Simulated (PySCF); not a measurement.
System: H₆OPSi (charge +1).

```csv
atom,x (Å),y (Å),z (Å)
O,-1.4407,0.9056,-0.3919
Si,-0.9772,-0.4820,0.2477
P,1.3059,0.0337,0.0523
H,-2.3081,1.2641,-0.5741
H,-1.1438,-1.6489,-0.6050
H,-1.1815,-0.6102,1.6824
H,1.7223,1.2305,0.5904
H,1.8229,0.1442,-1.2189
H,2.2138,-0.8310,0.6192
```

Geometry: GFN2-xTB.

These are results of PySCF 2.14.0, PBE0/def2-SVPD, SCF density, gas phase, not measurements.

> What can the converged electron density and electron localisation function tell about the bonding?

Si–O (1.60 Å): ρ at the midpoint is about 1.2 e/Å³; the ELF peaks at about 0.85 between the atoms: a short, strongly polar bond.
Si–P (2.35 Å): ρ is about 0.62 e/Å³ halfway, with its minimum of 0.48 e/Å³ about 0.8 Å from Si; the ELF peaks at about 1 between the atoms (a covalent bond).
O–H (0.96 Å): ρ is about 3.8 e/Å³ halfway; the ELF climbs to about 1 towards the hydrogen, as it does in any bond to H (a covalent bond by its length).
P–H (1.38 Å): ρ is about 1.2 e/Å³ halfway; the ELF climbs to about 1 towards the hydrogen.

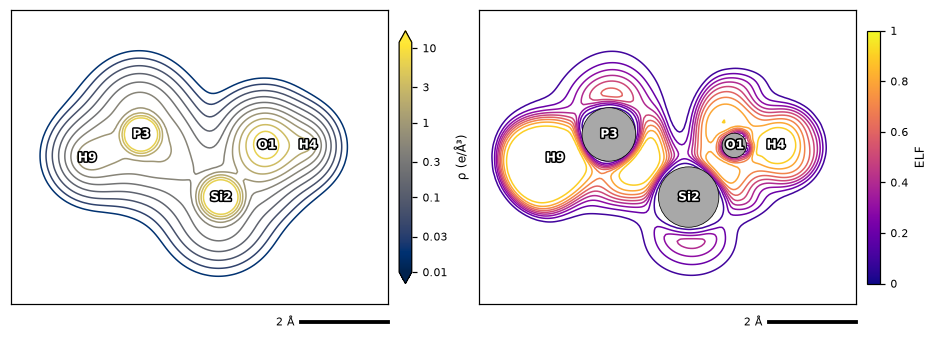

Computed electron density and electron localisation function on the plane of atoms O1, Si2 and P3, in this order. Grey discs cover the atomic cores in the ELF map. 
